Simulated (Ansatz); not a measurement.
# C3H8Cl3NSi: geometry relaxation (part 1 of 2)

System: C3H8Cl3NSi.
Method: RKS PBE-D4/def2-SVP (Ansatz 0.2.0).

The geometry: GFN2-xTB start. Figures and captions count atoms from 1; the log counts them from 0 in places.

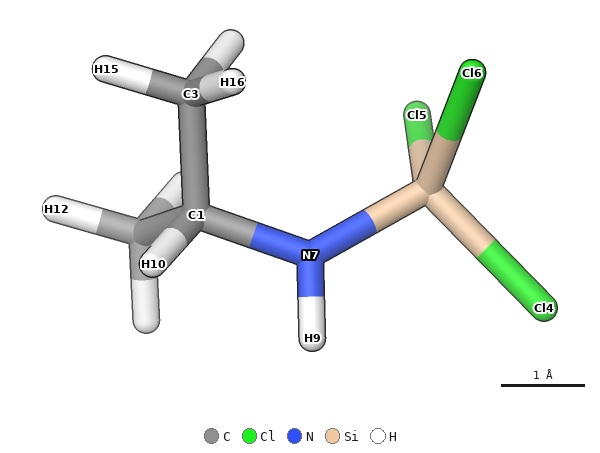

Fig. 1: The starting structure (stick view, seen at an oblique angle; atoms are numbered from 1 in the order of the input).

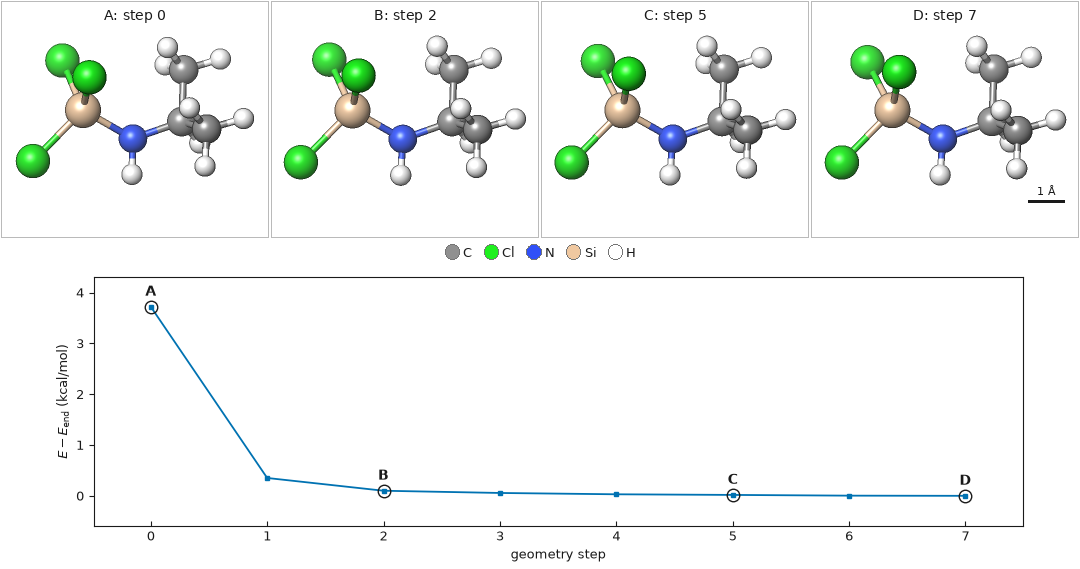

Fig. 2: Frames of the relaxation (ball-and-stick view, seen at a tilt) above the curves, on which the letters mark them (the first geometry is step 0 here and step 1 in the log).

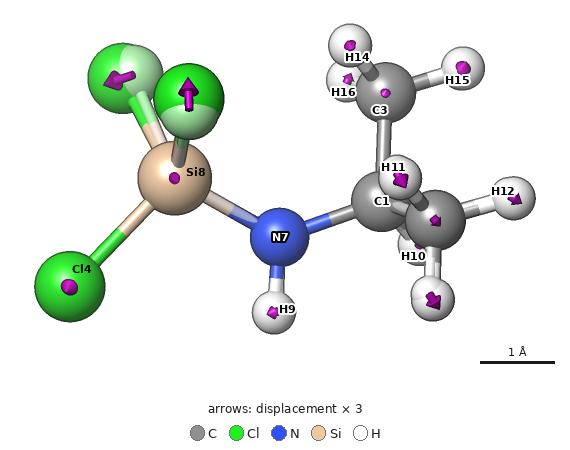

Fig. 3: Start (faint) and end (solid) with the displacements as pink arrows, magnified 3 times (ball-and-stick view, seen at a tilt). The two geometries are laid on each other by the best rigid fit. The energy falls by 3.72 kcal/mol in 7 geometry steps. The largest force component goes from 0.96 to 0.017 eV/Å. The largest move after the best rigid fit is that of Cl6, 0.18 Å. By element the largest moves are Cl 0.18 Å, H 0.09 Å, C 0.06 Å, Si 0.05 Å, N 0.01 Å. Among the contacts that change: Cl5–Si8 2.030 → 2.079 Å, Cl4–Si8 2.022 → 2.067 Å, C2–H11 1.087 → 1.109 Å, C1–H10 1.098 → 1.114 Å. Among the angles that change: Si8–N7–H9 116.3° → 113.0°, C1–N7–H9 110.8° → 113.9°, Cl6–Si8–N7 111.1° → 113.5°. (Atoms are counted from 1 in the order of the input.)

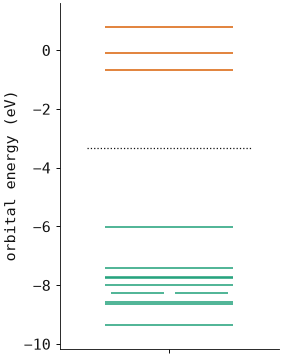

Fig. 4: Orbital energies near the frontier; the dotted line parts filled from empty levels, and levels within 0.02 eV of each other stand side by side. Highest filled −6.01 eV, lowest empty −0.68 eV, 5.33 eV apart.

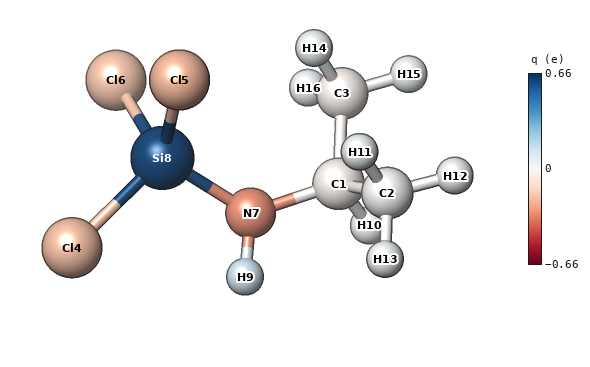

Fig. 5: Mulliken charges, as the colour of each atom (ball-and-stick view, seen at a tilt; atoms are numbered from 1 in the order of the input). By element: C −0.04 to 0.00, Cl −0.20, N −0.32, Si +0.63 and H +0.02 to +0.14 e.

These pictures come from the run below.

Input file
```yaml
crystal:
  periodic: [false, false, false]
  atoms:
    - {symbol: C, position_ang: [-0.482350, -0.681780, -0.357100]}
    - {symbol: C, position_ang: [0.791110, -1.339220, -0.889220]}
    - {symbol: C, position_ang: [-0.892370, 0.495030, -1.229530]}
    - {symbol: Cl, position_ang: [0.587760, 0.826370, 3.640490]}
    - {symbol: Cl, position_ang: [2.131780, 1.711570, 0.855970]}
    - {symbol: Cl, position_ang: [-0.917360, 2.726360, 1.402350]}
    - {symbol: N, position_ang: [-0.310610, -0.270060, 1.034530]}
    - {symbol: Si, position_ang: [0.348550, 1.176090, 1.663710]}
    - {symbol: H, position_ang: [-0.296550, -1.072410, 1.647480]}
    - {symbol: H, position_ang: [-1.293960, -1.420930, -0.363450]}
    - {symbol: H, position_ang: [1.603930, -0.617960, -0.900770]}
    - {symbol: H, position_ang: [0.631300, -1.704290, -1.900020]}
    - {symbol: H, position_ang: [1.080320, -2.177560, -0.259520]}
    - {symbol: H, position_ang: [-0.092270, 1.228520, -1.281910]}
    - {symbol: H, position_ang: [-1.108860, 0.146680, -2.235900]}
    - {symbol: H, position_ang: [-1.780430, 0.973600, -0.827120]}
basis:
  gaussian: {orbitals: def2-SVP}
hamiltonian: {xc: pbe, dispersion: d4}
scf: {lower_state_search: "off"}
output: {orbitals: {seedname: orbitals}}
relax: {f_tol: 0.02, max_steps: 100}
```

Launch command:
```bash
ansatz run in.yaml --threads 4 --pin off --events-out ev --progress --plain --max-ram 4787MiB
```

Log
```
Functional definition: PBE
  name "PBE"
  cite "Perdew, Burke & Ernzerhof, Phys. Rev. Lett. 77, 3865 (1996) doi:10.1103/PhysRevLett.77.3865"
  parent pbe
  parameter kappa = 0.804
  parameter beta = 0.06672455060314922
  exchange = pbe_x(kappa = kappa, mu = beta*pi^2/3)
  correlation = pbe_c(beta = beta)
these checks for a lower state are left out or cut short: stability, starts, cluster_reference, orbital_swaps, neighbouring_geometries, increment
1891 factors; their error is unknown
mean field evaluation 1: about -50124.0214 eV, gradient 7.8e1 eV
mean field evaluation 2: about -50081.6486 eV, gradient 1.5e2 eV
mean field evaluation 4: about -50138.5024 eV, gradient 1.0e1 eV
mean field evaluation 8: about -50138.7445 eV, gradient 2.8e-1 eV
mean field evaluation 16: about -50138.6255 eV, gradient 4.0e-4 eV
mean field -50138.62547660 eV, -1842.5605010839 hartree, gradient 9.3e-6 eV, S^2 0.000000; 0 other end points of the search recorded, 0 dependent functions left out
the calculation of the forces begins
reference -50138.62551355 eV, -1842.5605024418 hartree; 49, 49 occupied and 119, 119 virtual orbitals, 1891 factors
relax step   1: F+E_penalty+E_count = -50139.21196009 eV  Δ(F+E_penalty+E_count) = +0.000e0 eV  max|allowed force component| = 9.634e-1 eV/Å  Δτ_max = 0.0000 Å  (19 SCF iters, accepted)
these checks for a lower state are left out or cut short: stability, starts, cluster_reference, orbital_swaps, neighbouring_geometries, increment
1891 factors; their error is unknown
mean field -50138.78581166 eV, -1842.5663932889 hartree, gradient 1.7e-6 eV, S^2 0.000000; 0 other end points of the search recorded, 0 dependent functions left out
the calculation of the forces begins
reference -50138.78584923 eV, -1842.5663946694 hartree; 49, 49 occupied and 119, 119 virtual orbitals, 1891 factors
relax step   2: F+E_penalty+E_count = -50139.35807959 eV  Δ(F+E_penalty+E_count) = -1.461e-1 eV  max|allowed force component| = 2.517e-1 eV/Å  Δτ_max = 0.1067 Å  (19 SCF iters, accepted)
these checks for a lower state are left out or cut short: stability, starts, cluster_reference, orbital_swaps, neighbouring_geometries, increment
1891 factors; their error is unknown
mean field evaluation 32: about -50138.9143 eV, gradient 6.3e-3 eV
mean field -50138.79481799 eV, -1842.5667242655 hartree, gradient 1.8e-6 eV, S^2 0.000000; 0 other end points of the search recorded, 0 dependent functions left out
the calculation of the forces begins
reference -50138.79485555 eV, -1842.5667256457 hartree; 49, 49 occupied and 119, 119 virtual orbitals, 1891 factors
relax step   3: F+E_penalty+E_count = -50139.36897743 eV  Δ(F+E_penalty+E_count) = -1.090e-2 eV  max|allowed force component| = 9.695e-2 eV/Å  Δτ_max = 0.0271 Å  (20 SCF iters, accepted)
these checks for a lower state are left out or cut short: stability, starts, cluster_reference, orbital_swaps, neighbouring_geometries, increment
1891 factors; their error is unknown
mean field -50138.79708034 eV, -1842.5668074053 hartree, gradient 1.7e-6 eV, S^2 0.000000; 0 other end points of the search recorded, 0 dependent functions left out
the calculation of the forces begins
reference -50138.79711795 eV, -1842.5668087873 hartree; 49, 49 occupied and 119, 119 virtual orbitals, 1891 factors
relax step   4: F+E_penalty+E_count = -50139.37087830 eV  Δ(F+E_penalty+E_count) = -1.901e-3 eV  max|allowed force component| = 5.766e-2 eV/Å  Δτ_max = 0.0292 Å  (20 SCF iters, accepted)
these checks for a lower state are left out or cut short: stability, starts, cluster_reference, orbital_swaps, neighbouring_geometries, increment
1891 factors; their error is unknown
mean field -50138.79806525 eV, -1842.5668435999 hartree, gradient 1.7e-6 eV, S^2 0.000000; 0 other end points of the search recorded, 0 dependent functions left out
the calculation of the forces begins
reference -50138.79810285 eV, -1842.5668449818 hartree; 49, 49 occupied and 119, 119 virtual orbitals, 1891 factors
relax step   5: F+E_penalty+E_count = -50139.37200717 eV  Δ(F+E_penalty+E_count) = -1.129e-3 eV  max|allowed force component| = 4.251e-2 eV/Å  Δτ_max = 0.0276 Å  (20 SCF iters, accepted)
these checks for a lower state are left out or cut short: stability, starts, cluster_reference, orbital_swaps, neighbouring_geometries, increment
1891 factors; their error is unknown
mean field -50138.79858944 eV, -1842.5668628635 hartree, gradient 1.6e-6 eV, S^2 0.000000; 0 other end points of the search recorded, 0 dependent functions left out
the calculation of the forces begins
reference -50138.79862704 eV, -1842.5668642453 hartree; 49, 49 occupied and 119, 119 virtual orbitals, 1891 factors
relax step   6: F+E_penalty+E_count = -50139.37254627 eV  Δ(F+E_penalty+E_count) = -5.391e-4 eV  max|allowed force component| = 3.017e-2 eV/Å  Δτ_max = 0.0257 Å  (20 SCF iters, accepted)
these checks for a lower state are left out or cut short: stability, starts, cluster_reference, orbital_swaps, neighbouring_geometries, increment
1891 factors; their error is unknown
mean field evaluation 64: about -50138.7990 eV, gradient 1.5e-6 eV
mean field -50138.79903148 eV, -1842.5668791081 hartree, gradient 1.6e-6 eV, S^2 0.000000; 0 other end points of the search recorded, 0 dependent functions left out
the calculation of the forces begins
reference -50138.79906908 eV, -1842.5668804901 hartree; 49, 49 occupied and 119, 119 virtual orbitals, 1891 factors
relax step   7: F+E_penalty+E_count = -50139.37316543 eV  Δ(F+E_penalty+E_count) = -6.192e-4 eV  max|allowed force component| = 1.251e-2 eV/Å  Δτ_max = 0.0309 Å  (20 SCF iters, accepted)
these checks for a lower state are left out or cut short: stability, starts, cluster_reference, orbital_swaps, neighbouring_geometries, increment
1891 factors; their error is unknown
mean field -50138.79896966 eV, -1842.5668768366 hartree, gradient 1.5e-6 eV, S^2 0.000000; 0 other end points of the search recorded, 0 dependent functions left out
the calculation of the forces begins
reference -50138.79900726 eV, -1842.5668782183 hartree; 49, 49 occupied and 119, 119 virtual orbitals, 1891 factors
```
